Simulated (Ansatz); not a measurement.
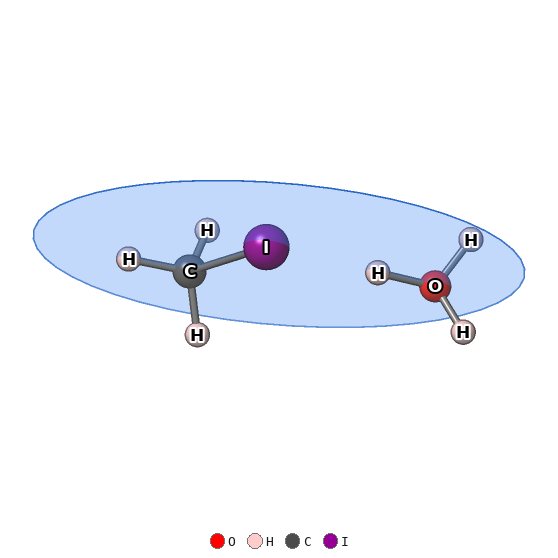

All proper rotation axes (lines) and mirror planes (discs) of the structure are drawn in. Depth is shown by fading: the farther an atom, the more it takes the colour of the background. Charge +1, singlet. Computed geometry: PBE0-D4/def2-TZVP optimisation.

> Name the symmetry elements and the point group.

It has 1 mirror plane. Point group Cs. The group has 2 operations. The geometry is achiral, and symmetry allows a dipole moment.
